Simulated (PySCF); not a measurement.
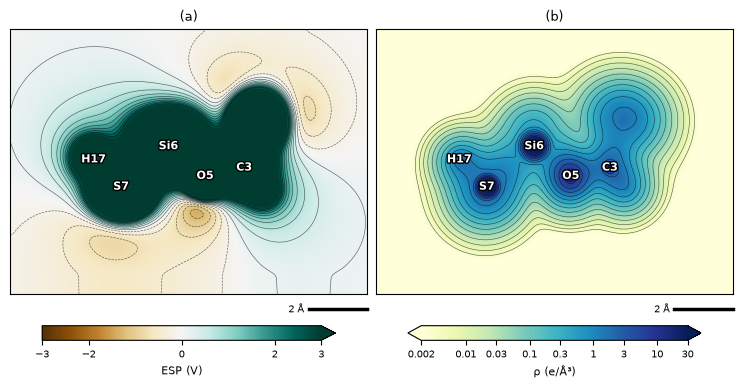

Figure. CH10OS2Si3. (a) electrostatic potential; (b) total electron density on the plane of atoms Si6, S7 and H17.

Geometry: GFN2-xTB.

Computed with PySCF, PBE0/pcSseg-1, SCF density, gas phase, non-relativistic.

Input file:

```
{"job": {"kind": "nmr", "xc": "PBE0", "basis": "pcSseg-1"}, "charge": 0, "multiplicity": 1}
Si    -2.050270     1.928876    -0.340683
S     -1.308069     0.052994    -1.083046
C     -0.594306    -0.629187     0.455368
Si    -0.449382    -2.533662     0.244502
O      0.616158    -0.033658     0.769829
Si     1.763366     0.457505    -0.244710
S      3.351362     0.795750     1.140247
H     -3.080132     1.604892     0.641119
H     -0.946021     2.648485     0.279112
H     -2.558474     2.573048    -1.536799
H     -1.291828    -0.380924     1.261606
H      0.269157    -2.785941    -0.999650
H      0.279598    -3.024802     1.410959
H     -1.821047    -3.030245     0.187298
H      1.446768     1.719966    -0.905029
H      2.157880    -0.558635    -1.212899
H      4.208242     1.207568     0.221790
```

Run with:

```sh
OMP_NUM_THREADS=1 python probes_run.py task.json out
```

Question: Describe what can be read from this map.

Answer: The plane passes through C, O, Si, S and H nuclei. C–O (1.39 Å): ρ at the midpoint is about 2.1 e/Å³, with its minimum of 1.8 e/Å³ about 0.5 Å from C. Si–O (1.61 Å): ρ at the midpoint is about 1.2 e/Å³. Si–S (2.13 Å): ρ is about 0.87 e/Å³ halfway. S–H (1.32 Å): ρ at the midpoint is about 1.4 e/Å³. Outside the dense part of the molecule the potential is most negative (−1.4 V) near O5.
